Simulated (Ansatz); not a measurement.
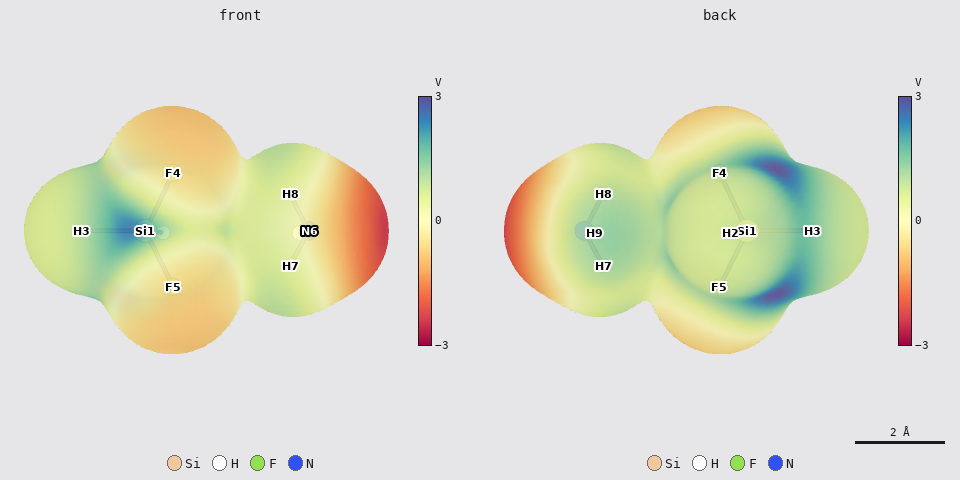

F$_{2}$H$_{2}$Si···NH$_{3}$. The electrostatic potential painted on the density surface at 0.002 e/bohr³, seen from the front and from behind; the colour scale runs from red (negative) to blue (positive).

All numbers below come from Ansatz 0.2.0, RHF/def2-SVP.

```tsv
atom	x (Å)	y (Å)	z (Å)
Si	0.4990	0.0320	-0.1351
H	0.7331	-0.1762	1.2931
H	1.7181	0.0955	-0.9397
F	-0.3185	1.3919	-0.3345
F	-0.4201	-1.1531	-0.6893
N	-2.8510	-0.0468	1.3703
H	-2.6757	-0.7688	0.6937
H	-2.5947	0.8312	0.9541
H	-2.2454	-0.2058	2.1563
```

**Where is the surface potential most negative and most positive?**

The most negative region (about −2.3 V) lies over N6, the most positive (about +2.9 V) over Si1. N6 is the likeliest acceptor of a hydrogen bond.
